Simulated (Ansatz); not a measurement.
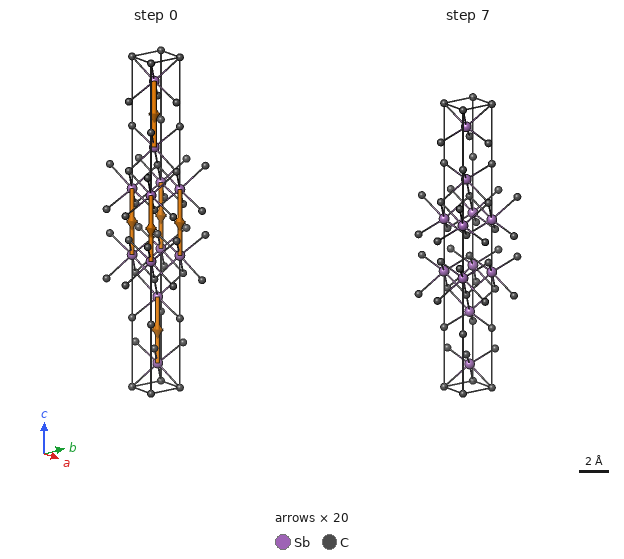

The structure of solid Sb2C3 (built on the tetradymite_166 type) (coarse preliminary run) before (left) and after (right) a relaxation, at one scale. The orange arrows give the displacements (the part carried along by the change of the cell is left out), magnified 20 times.

A ball-and-stick model of the conventional cell (3 times the calculation's cell), seen slightly off an axis. Lengths and directions refer to the drawn axes.

Case: tetradymite type (R-3m, No. 166).

Level of theory: DFT PBE, scalar-relativistic, plane waves, PAW (Ansatz).

The input:
```yaml
crystal:
  lattice:
    - [1.7047595257, 0.9842433711, 7.9024251505]
    - [-1.7047595257, 0.9842433711, 7.9024251505]
    - [0.0, -1.9684867421, 7.9024251505]
  atoms:
    - { symbol: Sb, position: [0.4, 0.4, 0.4] }
    - { symbol: Sb, position: [0.6, 0.6, 0.6] }
    - { symbol: C, position: [0.0, 0.0, 0.0] }
    - { symbol: C, position: [0.2095, 0.2095, 0.2095] }
    - { symbol: C, position: [0.7905, 0.7905, 0.7905] }
basis:
  ecutwfc: 420
kpoints:
  mp_grid: { grid: [6, 6, 6] }
hamiltonian:
  xc: pbe
scf:
  occupations: { method: gaussian, width: 0.1 }
  lower_state_search: "off"
output:
  forces: true
  stress: true
  eigenvalues: true
relax:
  adjacent_minimum: "off"
  f_tol: 0.04
  max_steps: 70
  cell: { stress_tol: 0.4 }
```

Run as
```bash
ansatz run input.yaml --threads 1 --pin off --max-ram 2560MiB --backend cpu --events-out ev --progress --plain --runs-dir out
```

Q: Summarise the run.

A: The energy falls by 247 meV per atom in 5 accepted moves (7 points after the start). Largest force component: 1.4 eV/Å at the start, 0.0024 eV/Å at the end. Pressure: −11.22 GPa at the start and −0.06 GPa at the end. The line search rejected the trial step at point 4 of the run. The SCF was repeated once at an unchanged geometry on a basis and grid sized afresh for the cell, which shifted the energy by 1.5 meV per atom at most. The largest moves relative to the cell, 0.15 Å, are those of Sb1 and Sb2. Sb1 goes along +c. Largest moves by element: Sb 0.15 Å, C 0.02 Å. The volume changes by −14.3 %, with a = b 3.410 → 3.406 Å (−0.1 %), c 23.707 → 20.350 Å (−14.2 %). Near-neighbour distances that change, for instance: Sb1–C5 2.390 → 2.203 Å, Sb1–C3 2.524 → 2.478 Å. Bond angles that change, for instance: C4–Sb2–C4 91.0° → 101.3°, Sb2–C4–Sb2 91.0° → 101.3°, C3–Sb2–C4 91.9° → 85.4°. The space group stays R-3m (No. 166). Cost: 32 s on 1 thread of Intel(R) Xeon(R) Platinum 8375C CPU @ 2.90GHz (Ice Lake), on a shared host, peak memory 0.43 GiB.
